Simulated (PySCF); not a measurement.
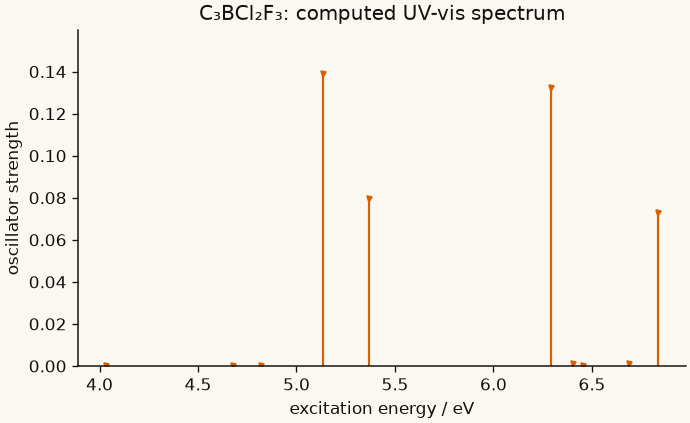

Computed absorption of C₃BCl₂F₃, SMILES FC(F)(F)C#CB(Cl)Cl. Vertical TDDFT excitations, LDA/def2-SVPD with PySCF, at a PBE0-D3(BJ)/def2-SVP geometry (no frequency check), gas phase. The lowest 10 singlet states are shown.

### Which of the computed transitions is the brightest, and what character does the calculation give it?

S4 at 5.13 eV (242 nm), f = 0.139, mainly HOMO−1 → LUMO (83 %).

### Does any vertical transition fall in the visible?

No singlet lies below 3.1 eV (beyond 400 nm), so at this level no vertical transition falls in the visible.

Note: core orbitals are frozen in the response.
